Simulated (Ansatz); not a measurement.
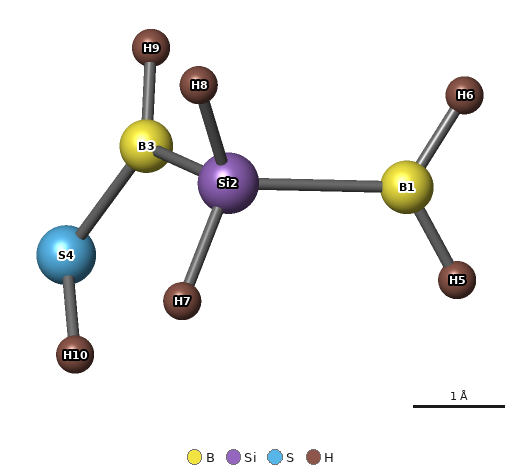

Fig. 1: The input geometry (ball-and-stick view, seen at a tilt; atoms are numbered from 1 in the order of the input). Bond lengths as drawn: B–H 1.19 to 1.20 Å, B–S 1.78 Å, B–Si 2.01 to 2.02 Å, H–S 1.35 Å and H–Si 1.49 Å.

# Run report: B2SiH6S, nudged elastic band

B2SiH6S, SMILES B[SiH2]BS, computed with RKS B3LYP-D4/6-31G* (Ansatz 0.2.0).

It belongs to a series of runs on one base structure; here: band between the two ends. Figures and captions count atoms from 1; the log counts them from 0 in places.

The input
```yaml
crystal:
  periodic: [false, false, false]
  atoms:
    - { symbol: B, position_ang: [-0.962693, 1.652503, -0.050674] }
    - { symbol: Si, position_ang: [0.68393, 0.518685, -0.283416] }
    - { symbol: B, position_ang: [0.300055, -1.143255, 0.803073] }
    - { symbol: S, position_ang: [-0.138279, -2.724674, 0.107953] }
    - { symbol: H, position_ang: [-1.871347, 1.602688, -0.825824] }
    - { symbol: H, position_ang: [-1.098177, 2.341636, 0.916951] }
    - { symbol: H, position_ang: [0.942705, 0.146742, -1.706978] }
    - { symbol: H, position_ang: [1.904569, 1.187565, 0.256415] }
    - { symbol: H, position_ang: [0.305059, -1.13506, 1.996197] }
    - { symbol: H, position_ang: [-0.065842, -2.44682, -1.213707] }
basis:
  gaussian: { orbitals: "6-31G*" }
hamiltonian:
  xc: b3lyp
  dispersion: d4
neb:
  order_check: false
  images: 7
  f_tol: 0.05
  max_iterations: 47
  final_atoms:
    - { symbol: B, position_ang: [-0.95871391, 1.76434867, -0.02154243] }
    - { symbol: Si, position_ang: [0.71187266, 0.68942553, -0.34944295] }
    - { symbol: B, position_ang: [0.30383759, -1.13273997, 0.43555731] }
    - { symbol: S, position_ang: [0.001439, -2.49705742, -0.67156937] }
    - { symbol: H, position_ang: [-1.81471841, 1.85982009, -0.85030401] }
    - { symbol: H, position_ang: [-1.16193517, 2.26950384, 1.04303164] }
    - { symbol: H, position_ang: [1.06652767, 0.58373459, -1.79452803] }
    - { symbol: H, position_ang: [1.88456155, 1.25689563, 0.38137212] }
    - { symbol: H, position_ang: [0.22947998, -1.3076944, 1.61230755] }
    - { symbol: H, position_ang: [-0.26237096, -3.48622655, 0.21510819] }
  initial_path:
    images:
      - { positions_ang: [[-0.962693, 1.652503, -0.050674], [0.68393, 0.518685, -0.283416], [0.300055, -1.143255, 0.803073], [-0.138279, -2.724674, 0.107953], [-1.871347, 1.602688, -0.825824], [-1.098177, 2.341636, 0.916951], [0.942705, 0.146742, -1.706978], [1.904569, 1.187565, 0.256415], [0.305059, -1.13506, 1.996197], [-0.065842, -2.44682, -1.213707]] }
      - { positions_ang: [[-0.95627312, 1.69965879, -0.02555366], [0.63714292, 0.53242809, -0.29537032], [0.24876905, -1.14257193, 0.74476668], [-0.1859158, -2.69664946, 0.00750008], [-1.87538661, 1.68272865, -0.77643727], [-1.05297669, 2.38210192, 0.94112693], [0.8808098, 0.18928324, -1.72586162], [1.88795376, 1.15001133, 0.21312417], [0.24693104, -1.16737441, 1.9310287], [0.16892565, -2.62960622, -1.0143337]] }
      - { positions_ang: [[-0.94985325, 1.74681457, -0.00043331], [0.59035583, 0.54617117, -0.30732464], [0.19748311, -1.14188886, 0.68646036], [-0.2335526, -2.66862493, -0.09295283], [-1.87942621, 1.76276931, -0.72705054], [-1.00777639, 2.42256783, 0.96530286], [0.8189146, 0.23182449, -1.74474523], [1.87133853, 1.11245767, 0.16983335], [0.18880308, -1.19968881, 1.86586039], [0.4036933, -2.81239244, -0.81496041]] }
      - { positions_ang: [[-0.94343337, 1.79397036, 0.02468703], [0.54356875, 0.55991426, -0.31927895], [0.14619716, -1.14120579, 0.62815404], [-0.2811894, -2.64060039, -0.19340575], [-1.88346582, 1.84280996, -0.6776638], [-0.96257608, 2.46303375, 0.98947878], [0.7570194, 0.27436573, -1.76362885], [1.85472329, 1.074904, 0.12654252], [0.13067512, -1.23200322, 1.80069209], [0.63846095, -2.99517866, -0.61558711]] }
      - { positions_ang: [[-0.9370135, 1.84112614, 0.04980738], [0.49678166, 0.57365735, -0.33123327], [0.09491121, -1.14052272, 0.56984772], [-0.3288262, -2.61257585, -0.29385866], [-1.88750542, 1.92285061, -0.62827707], [-0.91737577, 2.50349967, 1.01365471], [0.6951242, 0.31690697, -1.78251247], [1.83810806, 1.03735033, 0.0832517], [0.07254716, -1.26431762, 1.73552378], [0.8732286, -3.17796488, -0.41621381]] }
      - { positions_ang: [[-0.9424386, 1.82193177, 0.03196993], [0.55055441, 0.60259939, -0.33578569], [0.14714281, -1.13857703, 0.53627511], [-0.2462599, -2.58369624, -0.38828634], [-1.86930867, 1.90709298, -0.68378381], [-0.97851562, 2.44500071, 1.02099894], [0.78797507, 0.38361388, -1.78551636], [1.84972143, 1.09223666, 0.1577818], [0.11178037, -1.27516182, 1.70471972], [0.58932871, -3.2550303, -0.25838331]] }
      - { positions_ang: [[-0.94786371, 1.80273741, 0.01413247], [0.60432716, 0.63154144, -0.34033811], [0.1993744, -1.13663134, 0.50270251], [-0.1636936, -2.55481664, -0.48271402], [-1.85111192, 1.89133535, -0.73929054], [-1.03965547, 2.38650175, 1.02834317], [0.88082594, 0.45032078, -1.78852025], [1.86133481, 1.14712298, 0.23231191], [0.15101357, -1.28600601, 1.67391566], [0.30542882, -3.33209572, -0.10055281]] }
      - { positions_ang: [[-0.95328881, 1.78354304, -0.00370498], [0.65809991, 0.66048348, -0.34489053], [0.251606, -1.13468566, 0.46912991], [-0.0811273, -2.52593703, -0.57714169], [-1.83291517, 1.87557772, -0.79479728], [-1.10079532, 2.32800279, 1.03568741], [0.97367681, 0.51702768, -1.79152414], [1.87294818, 1.20200931, 0.30684201], [0.19024677, -1.29685021, 1.64311161], [0.02152893, -3.40916114, 0.05727769]] }
      - { positions_ang: [[-0.95871391, 1.76434867, -0.02154243], [0.71187266, 0.68942553, -0.34944295], [0.30383759, -1.13273997, 0.43555731], [0.001439, -2.49705742, -0.67156937], [-1.81471841, 1.85982009, -0.85030401], [-1.16193517, 2.26950384, 1.04303164], [1.06652767, 0.58373459, -1.79452803], [1.88456155, 1.25689563, 0.38137212], [0.22947998, -1.3076944, 1.61230755], [-0.26237096, -3.48622655, 0.21510819]] }
```

Machine: 1 thread of Arm Neoverse V2, 24 GiB of memory available, shared host.

Command:
```bash
ansatz run input.yaml --threads 1 --pin off --max-ram 2048MiB --backend cpu --events-out ev --progress --plain --runs-dir out
```

Output
```
Engine: ansatz 0.2.0, aarch64-unknown-linux-gnu
Functional definition: B3LYP
  parameter a0 = 0.2
  parameter ax = 0.72
  parameter ac = 0.81
  exchange = (1 - a0 - ax)*slater_x + ax*b88_x + a0*exact_x
  correlation = (1 - ac)*vwn_rpa_c + ac*lyp_c
884 factors; integrals over basis functions are off by at most 6.4e-4 eV
mean field evaluation 1: about -20161.6188 eV, gradient 1.8e1 eV
mean field evaluation 2: about -20161.9105 eV, gradient 1.7e1 eV
mean field evaluation 4: about -20162.8774 eV, gradient 1.2e0 eV
mean field evaluation 8: about -20162.8956 eV, gradient 1.5e-2 eV
mean field -20162.89564915 eV, -740.9727482048 hartree, gradient 2.9e-5 eV, S^2 0.000000; 0 other end points of the search recorded, 0 dependent functions left out
the calculation of the forces begins
reference -20162.89592403 eV, -740.9727583063 hartree; 23, 23 occupied and 57, 57 virtual orbitals, 884 factors
884 factors; integrals over basis functions are off by at most 6.4e-4 eV
mean field evaluation 16: about -20161.9037 eV, gradient 1.6e1 eV
mean field -20162.86880980 eV, -740.9717618766 hartree, gradient 2.6e-5 eV, S^2 0.000000; 0 other end points of the search recorded, 0 dependent functions left out
[... from here on the field's lines of each further geometry are left out, up to the last ...]
NEB iter   1: max|band force component| = 2.161e1 eV/Å  barrier→ = 4.4396 eV  barrier← = 4.4095 eV  Δτ_max = 0.1973 Å  (220 SCF iters)
NEB iter   2: max|band force component| = 6.214e0 eV/Å  barrier→ = 1.0396 eV  barrier← = 1.0095 eV  Δτ_max = 0.1950 Å  (197 SCF iters)
NEB iter   3: max|band force component| = 3.411e0 eV/Å  barrier→ = 0.9533 eV  barrier← = 0.9231 eV  Δτ_max = 0.1956 Å  (197 SCF iters)
NEB iter   4: max|band force component| = 1.006e0 eV/Å  barrier→ = 0.9311 eV  barrier← = 0.9010 eV  Δτ_max = 0.1052 Å  (200 SCF iters)
NEB iter   5: max|band force component| = 3.774e-1 eV/Å  barrier→ = 0.9091 eV  barrier← = 0.8790 eV  CI = image 4  Δτ_max = 0.0936 Å  (199 SCF iters)
NEB iter   6: max|band force component| = 3.405e-1 eV/Å  barrier→ = 0.9419 eV  barrier← = 0.9118 eV  CI = image 4  Δτ_max = 0.0306 Å  (197 SCF iters)
NEB iter   7: max|band force component| = 1.268e-1 eV/Å  barrier→ = 0.9394 eV  barrier← = 0.9093 eV  CI = image 4  Δτ_max = 0.0593 Å  (179 SCF iters)
NEB iter   8: max|band force component| = 1.111e-1 eV/Å  barrier→ = 0.9372 eV  barrier← = 0.9071 eV  CI = image 4  Δτ_max = 0.0814 Å  (193 SCF iters)
NEB iter   9: max|band force component| = 1.021e-1 eV/Å  barrier→ = 0.9357 eV  barrier← = 0.9056 eV  CI = image 4  Δτ_max = 0.0781 Å  (192 SCF iters)
NEB iter  10: max|band force component| = 8.405e-2 eV/Å  barrier→ = 0.9343 eV  barrier← = 0.9042 eV  CI = image 4  Δτ_max = 0.0932 Å  (196 SCF iters)
NEB iter  11: max|band force component| = 4.347e-1 eV/Å  barrier→ = 0.9376 eV  barrier← = 0.9075 eV  CI = image 4  Δτ_max = 0.0467 Å  (196 SCF iters)
NEB iter  12: max|band force component| = 1.487e-1 eV/Å  barrier→ = 0.9326 eV  barrier← = 0.9025 eV  CI = image 4  Δτ_max = 0.0211 Å  (200 SCF iters)
NEB iter  13: max|band force component| = 6.259e-2 eV/Å  barrier→ = 0.9320 eV  barrier← = 0.9019 eV  CI = image 4  Δτ_max = 0.0250 Å  (167 SCF iters)
the calculation of the forces begins
reference -20162.82795053 eV, -740.9702603263 hartree; 23, 23 occupied and 57, 57 virtual orbitals, 884 factors
884 factors; integrals over basis functions are off by at most 6.4e-4 eV
mean field -20161.96564807 eV, -740.9385712955 hartree, gradient 2.0e-5 eV, S^2 0.000000; 1 other end points of the search recorded, 0 dependent functions left out
the calculation of the forces begins
reference -20161.96592148 eV, -740.9385813429 hartree; 23, 23 occupied and 57, 57 virtual orbitals, 884 factors
NEB iter  14: max|band force component| = 2.700e-2 eV/Å  barrier→ = 0.9317 eV  barrier← = 0.9016 eV  CI = image 4  Δτ_max = 0.0000 Å  (347 SCF iters)
```

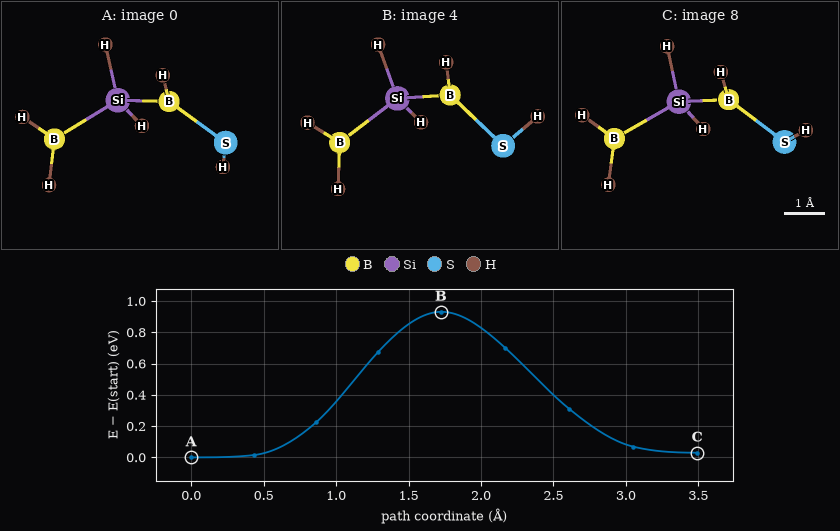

Fig. 2: Images of the last band (counted from 0; ball-and-stick, seen at a tilt) above the energy along the path; the line is a cubic interpolation that uses the forces. The highest image is number 4, 0.932 eV above the start and 0.902 eV above the end (the climbing image); the end lies 0.030 eV above the start. The path is 3.49 Å long. The band converged in 14 iterations.

```
Total energy: -20162.30769095 eV, -740.9511411394 hartree
Atom 0 at    -0.985790     1.714320    -0.000756 Å, force    -0.001892    -0.004001     0.010873 eV/Å
Atom 1 at     0.663896     0.607111    -0.353277 Å, force    -0.000960     0.002834     0.005863 eV/Å
Atom 2 at     0.235599    -1.110482     0.631141 Å, force     0.003755     0.003030    -0.001170 eV/Å
Atom 3 at    -0.664557    -2.523710    -0.214199 Å, force    -0.007532    -0.004425     0.008550 eV/Å
Atom 4 at    -1.903441     1.730651    -0.764522 Å, force     0.002167    -0.003029    -0.002645 eV/Å
Atom 5 at    -1.095306     2.317201     1.025097 Å, force    -0.000460     0.008826    -0.009885 eV/Å
Atom 6 at     0.905117     0.351883    -1.800753 Å, force    -0.000155    -0.003430    -0.001868 eV/Å
Atom 7 at     1.874949     1.247679     0.240881 Å, force     0.001120    -0.000933     0.001721 eV/Å
Atom 8 at     0.469238    -1.214956     1.798903 Å, force    -0.000668    -0.004417    -0.001840 eV/Å
Atom 9 at     0.500275    -3.119687    -0.562527 Å, force     0.004624     0.005546    -0.009599 eV/Å
Dipole moment:     0.208231     0.063069     0.038972 e Å
this run last wrote the band of iteration 14 to [file]
```

The last band as extended XYZ (Å, eV, eV/Å)
```
10
Properties=species:S:1:pos:R:3:forces:R:3 image=0 energy=-20163.23913
B    -0.9627    1.6525   -0.0507   -0.0046   0.0034   0.0076
Si    0.6839    0.5187   -0.2834    0.0009  -0.0032   0.0030
B     0.3001   -1.1433    0.8031   -0.0011   0.0073  -0.0032
S    -0.1383   -2.7247    0.1080   -0.0004   0.0024   0.0118
H    -1.8713    1.6027   -0.8258    0.0010   0.0004  -0.0001
H    -1.0982    2.3416    0.9170    0.0021  -0.0027  -0.0092
H     0.9427    0.1467   -1.7070    0.0005  -0.0001   0.0000
H     1.9046    1.1876    0.2564   -0.0010   0.0005   0.0000
H     0.3051   -1.1351    1.9962    0.0022  -0.0081  -0.0003
H    -0.0658   -2.4468   -1.2137    0.0004   0.0001  -0.0097
10
Properties=species:S:1:pos:R:3:forces:R:3 image=1 energy=-20163.22434
B    -0.9503    1.6809   -0.0134   -0.0038   0.0082  -0.0066
Si    0.6632    0.5232   -0.3423    0.0125  -0.0207   0.0141
B     0.2453   -1.1268    0.7493   -0.0239   0.0150   0.0228
S    -0.1145   -2.7682    0.1598    0.0951  -0.0356  -0.0086
H    -1.8723    1.7292   -0.7723    0.0048  -0.0039  -0.0107
H    -1.0478    2.2860    1.0130    0.0003   0.0069  -0.0051
H     0.9070    0.2089   -1.7813   -0.0034  -0.0339   0.0097
H     1.8982    1.1521    0.2162   -0.0040  -0.0077  -0.0069
H     0.1389   -1.0415    1.9348   -0.0138   0.0072   0.0243
H     0.1324   -2.6438   -1.1638   -0.0638   0.0644  -0.0330
10
Properties=species:S:1:pos:R:3:forces:R:3 image=2 energy=-20163.01501
B    -0.9593    1.6724    0.0060    0.0257  -0.0375  -0.0026
Si    0.6886    0.5466   -0.3578    0.0038  -0.0463   0.0002
B     0.2547   -1.1298    0.6888    0.0219   0.0176   0.0775
S    -0.3509   -2.7287    0.1391    0.4356  -0.2153   0.3159
H    -1.8794    1.7200   -0.7559    0.0266  -0.0183  -0.0139
H    -1.0662    2.2783    1.0322    0.0266  -0.0274  -0.0170
H     0.9180    0.3296   -1.8155    0.0265  -0.0558   0.0016
H     1.8902    1.2201    0.2210    0.0151  -0.0449  -0.0116
H     0.2117   -1.0401    1.8770   -0.2787   0.1591   0.0668
H     0.2925   -2.8685   -1.0349   -0.3030   0.2689  -0.4168
10
Properties=species:S:1:pos:R:3:forces:R:3 image=3 energy=-20162.56214
B    -0.9737    1.6872    0.0028    0.0294  -0.0723   0.0152
Si    0.6871    0.5683   -0.3551    0.0513  -0.0918  -0.0070
B     0.2477   -1.1258    0.6601    0.0417  -0.0289   0.0770
S    -0.5631   -2.6366   -0.0142    0.2116  -0.2782   0.5034
H    -1.8885    1.7233   -0.7659    0.0421  -0.0164  -0.0140
H    -1.0868    2.2987    1.0247    0.0326  -0.0239  -0.0228
H     0.9156    0.3531   -1.8110    0.0242  -0.0129  -0.0311
H     1.8808    1.2441    0.2360    0.0175  -0.0171  -0.0208
H     0.3344   -1.1153    1.8484   -0.3285   0.2496   0.1336
H     0.4464   -2.9971   -0.8257   -0.1219   0.2919  -0.6337
10
Properties=species:S:1:pos:R:3:forces:R:3 image=4 energy=-20162.30742
B    -0.9858    1.7143   -0.0008   -0.0019  -0.0040   0.0109
Si    0.6639    0.6071   -0.3533   -0.0010   0.0028   0.0059
B     0.2356   -1.1105    0.6311    0.0038   0.0030  -0.0012
S    -0.6646   -2.5237   -0.2142   -0.0075  -0.0044   0.0086
H    -1.9034    1.7307   -0.7645    0.0022  -0.0030  -0.0026
H    -1.0953    2.3172    1.0251   -0.0005   0.0088  -0.0099
H     0.9051    0.3519   -1.8008   -0.0002  -0.0034  -0.0019
H     1.8749    1.2477    0.2409    0.0011  -0.0009   0.0017
H     0.4692   -1.2150    1.7989   -0.0007  -0.0044  -0.0018
H     0.5003   -3.1197   -0.5625    0.0046   0.0055  -0.0096
10
Properties=species:S:1:pos:R:3:forces:R:3 image=5 energy=-20162.53668
B    -0.9875    1.7560   -0.0214   -0.0358   0.0617   0.0154
Si    0.6483    0.6570   -0.3317   -0.0648   0.1133   0.0174
B     0.2212   -1.0979    0.5921    0.0200   0.0290  -0.0884
S    -0.6058   -2.3987   -0.4185    0.1453   0.2375  -0.3776
H    -1.8950    1.7557   -0.7964   -0.0469   0.0130   0.0076
H    -1.1192    2.3409    1.0113   -0.0455   0.0407   0.0037
H     0.9438    0.3620   -1.7633   -0.0051   0.0314   0.0338
H     1.8732    1.2340    0.2963   -0.0100   0.0066   0.0330
H     0.5266   -1.3144    1.7283    0.2179  -0.1898  -0.1599
H     0.3944   -3.2946   -0.2967   -0.1751  -0.3434   0.5149
10
Properties=species:S:1:pos:R:3:forces:R:3 image=6 energy=-20162.92744
B    -0.9895    1.7897   -0.0359   -0.0331   0.0492   0.0208
Si    0.6489    0.6882   -0.3115   -0.0341   0.0653   0.0138
B     0.2464   -1.1074    0.5437    0.0980  -0.0164  -0.0934
S    -0.4336   -2.3449   -0.5736    0.3332   0.0804  -0.2587
H    -1.8775    1.7899   -0.8344   -0.0379   0.0225   0.0087
H    -1.1506    2.3732    0.9934   -0.0557   0.0426   0.0084
H     0.9838    0.4052   -1.7370   -0.0104   0.0954   0.0062
H     1.8691    1.2309    0.3545   -0.0139   0.0285   0.0230
H     0.5401   -1.3836    1.6680    0.1241  -0.1126  -0.1309
H     0.1629   -3.4412   -0.0672   -0.3702  -0.2549   0.4022
10
Properties=species:S:1:pos:R:3:forces:R:3 image=7 energy=-20163.16988
B    -0.9877    1.7942   -0.0373   -0.0071   0.0034   0.0164
Si    0.6710    0.6927   -0.3031    0.0037   0.0032   0.0017
B     0.3141   -1.1397    0.4869    0.0640  -0.0155  -0.0370
S    -0.2145   -2.3977   -0.6617    0.1449  -0.0406  -0.0595
H    -1.8491    1.8210   -0.8656   -0.0054   0.0019   0.0068
H    -1.1801    2.3838    0.9842   -0.0162   0.0081   0.0066
H     1.0194    0.5020   -1.7412   -0.0054   0.0714  -0.0159
H     1.8639    1.2576    0.3950   -0.0087   0.0263  -0.0038
H     0.4923   -1.4089    1.6344    0.0026  -0.0179  -0.0271
H    -0.1295   -3.5050    0.1085   -0.1724  -0.0402   0.1119
10
Properties=species:S:1:pos:R:3:forces:R:3 image=8 energy=-20163.20903
B    -0.9587    1.7643   -0.0215   -0.0004   0.0003   0.0023
Si    0.7119    0.6894   -0.3494    0.0022  -0.0009   0.0013
B     0.3038   -1.1327    0.4356   -0.0008   0.0073   0.0024
S     0.0014   -2.4971   -0.6716    0.0000  -0.0011  -0.0032
H    -1.8147    1.8598   -0.8503   -0.0012  -0.0002  -0.0007
H    -1.1619    2.2695    1.0430   -0.0001  -0.0003  -0.0017
H     1.0665    0.5837   -1.7945   -0.0001  -0.0002   0.0000
H     1.8846    1.2569    0.3814    0.0007   0.0002  -0.0004
H     0.2295   -1.3077    1.6123    0.0007  -0.0020  -0.0018
H    -0.2624   -3.4862    0.2151   -0.0010  -0.0031   0.0018
```

Summary

```json
{"quantity": "outcome", "value": "converged"}
{"quantity": "barrier, forward", "value": "0.932 eV"}
{"quantity": "barrier, backward", "value": "0.902 eV"}
{"quantity": "wall time", "value": "5.7 min"}
{"quantity": "peak memory", "value": "0.16 GiB"}
```

The order of the saddle point was not checked.
